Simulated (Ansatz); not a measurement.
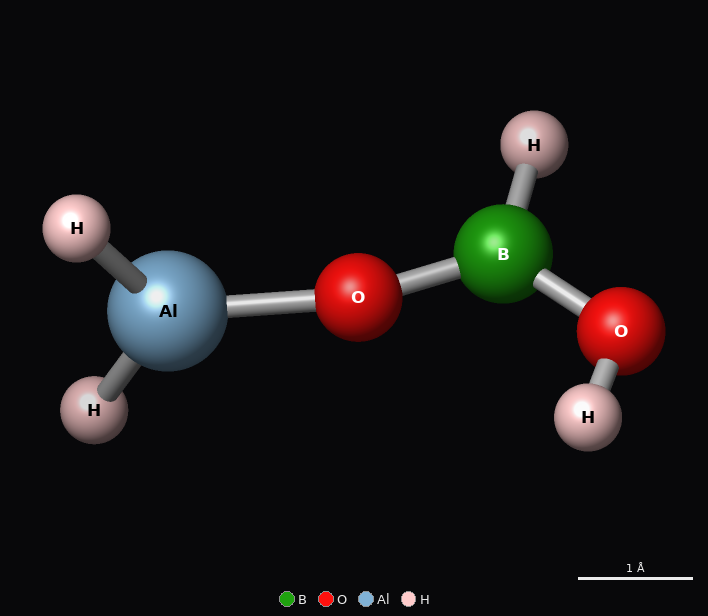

The picture shows a molecular structure as a ball-and-stick model.

**Give the formula.**

AlBH4O2, 8 atoms: 1 aluminium, 1 boron, 4 hydrogen and 2 oxygen.

**Which point group does it belong to?**

Cs.

**Count the bonded pairs by element.**

2 B–O, 2 Al–H, 1 Al–O, 1 O–H, 1 B–H. Sticks follow a distance rule.

The parts below concern this one geometry. Atoms keep their numbers from picture to picture. Computed geometry: PBE0-D4/def2-TZVP optimisation. No frequency run is at hand to confirm it as a minimum.

**Shape**

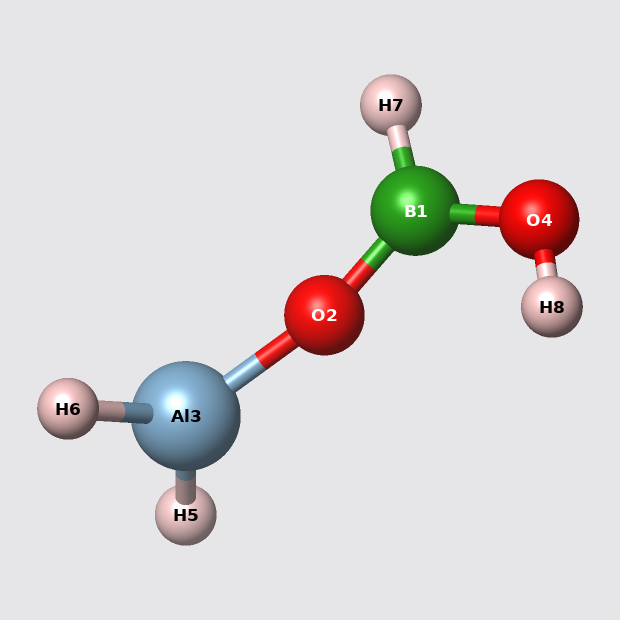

No frequency run is at hand to confirm it as a minimum.

Give the bond lengths.

```
  bond  length (Å)
 B1–O2       1.349
 B1–O4       1.359
 B1–H7       1.199
O2–Al3       1.684
Al3–H5       1.578
Al3–H6       1.578
 O4–H8       0.962
```

**Electronic properties**

No frequency run is at hand to confirm it as a minimum. Method: RKS PBE0-D4/def2-TZVPP (Ansatz 0.2.0).

**Estimate the dispersion correction.**

−9.4 kJ/mol.

**What is the HOMO energy (Kohn–Sham orbital)?**

−8.52 eV.

**What is the HOMO–LUMO gap?**

7.23 eV.

**Dipole moment**

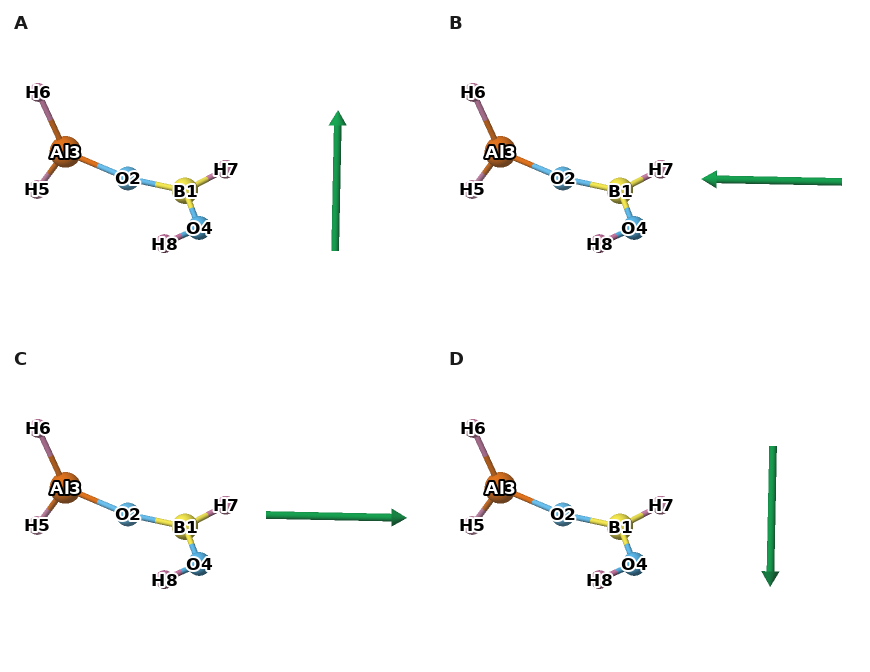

The same molecule four times, each with an arrow. No frequency run is at hand to confirm it as a minimum. Properties computed with RKS PBE0-D4/def2-TZVP (Ansatz 0.2.0).

**Which arrow points along the dipole moment, from the negative to the positive end?**

B. The dipole moment is 1.93 D; it points from the side of H7 to the side of H5, H6 (the outermost atoms at the two ends).

**Charges**

The questions are on Mulliken charges. No frequency run is at hand to confirm it as a minimum. Level of theory: RKS PBE0-D4/def2-TZVP (Ansatz 0.2.0).

Give the Mulliken charges atom by atom.

```tsv
atom	value (e)
B1	0.28
O2	−0.33
Al3	0.35
O4	−0.42
H5	−0.09
H6	−0.09
H7	−0.02
H8	0.31
```

Mulliken values depend strongly on the basis set and can even reverse the polarity of a bond.
